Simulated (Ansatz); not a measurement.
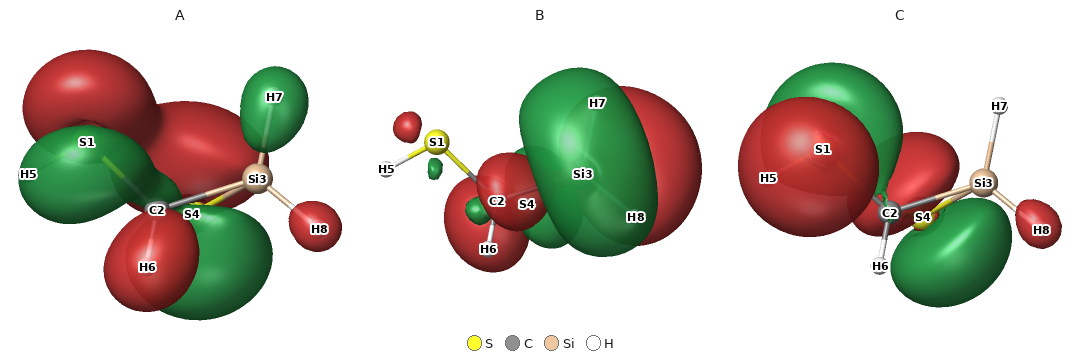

CH4S2Si (SMILES SC1[SiH2]S1). Three frontier orbitals at ±0.08 Å⁻³ᐟ² (green and red are the two phases), in no order.

Geometry: PBE0-D4/def2-TZVP.

Level of theory: RKS PBE0-D4/def2-TZVPP in Ansatz 0.2.0.

Input

```
crystal:
  periodic: [false, false, false]
  atoms:
    - {symbol: S, position_ang: [0.168385, 1.757306, -0.822117]}
    - {symbol: C, position_ang: [-0.419261, 0.375539, 0.122779]}
    - {symbol: Si, position_ang: [0.711119, -1.063672, 0.387413]}
    - {symbol: S, position_ang: [-1.018551, -1.156660, -0.767332]}
    - {symbol: H, position_ang: [-1.013135, 2.155253, -1.328343]}
    - {symbol: H, position_ang: [-1.092176, 0.644599, 0.931439]}
    - {symbol: H, position_ang: [2.024050, -1.045294, -0.289592]}
    - {symbol: H, position_ang: [0.731469, -1.724270, 1.709854]}
basis:
  gaussian: {orbitals: def2-TZVPP}
hamiltonian: {xc: pbe0, dispersion: d4}
output: {orbitals: {seedname: orbitals}}
```

Command:

```sh
ansatz run in.yaml --threads 2 --pin off --events-out ev --progress --plain --max-ram 4352MiB
```

Question: Which picture is the HOMO−1, the HOMO and the LUMO?

Answer: A is the HOMO−1 (−7.34 eV). By Hirshfeld shares it lies mainly on S4 (about 50 %), S1 (about 25 %) and C2 (about 5 %); largely a combination of lone pairs on S4 and S1. C is the HOMO (−6.98 eV). Its weight (Hirshfeld) is mainly on S1 (about 55 %) and S4 (about 30 %). B is the LUMO (−0.65 eV). It lies mainly on Si3 (about 55 %), S4 (about 20 %), H8 (about 5 %), H7 (about 5 %) and C2 (about 5 %).

Question: What is the HOMO–LUMO gap?

Answer: 6.33 eV between the orbital energies.
